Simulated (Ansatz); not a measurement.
The starting structures come from a database of crystals and need not be the phases stable at ambient conditions.

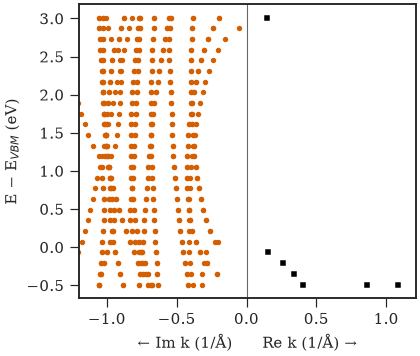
Fig. 1. Complex bands at the centre of the two-dimensional zone; Ansatz (a first-principles code) with r2SCAN

The gap is the functional's own. No spin-orbit coupling. Mid-gap values are interpolated on the energy grid.

Task: This is TlSbO3 (R-3, not sure to be the ambient phase, 10 atoms a cell, 17.9 Å³ an atom, -3 GPa at this level) along the normal of (110). Read off the slowest decay at the centre of the two-dimensional zone at 1.33 eV, the computed energy nearest the middle of the gap.

Result: κ ≈ 0.38 1/Å, a decay length 1/(2κ) of the density of 1.3 Å.
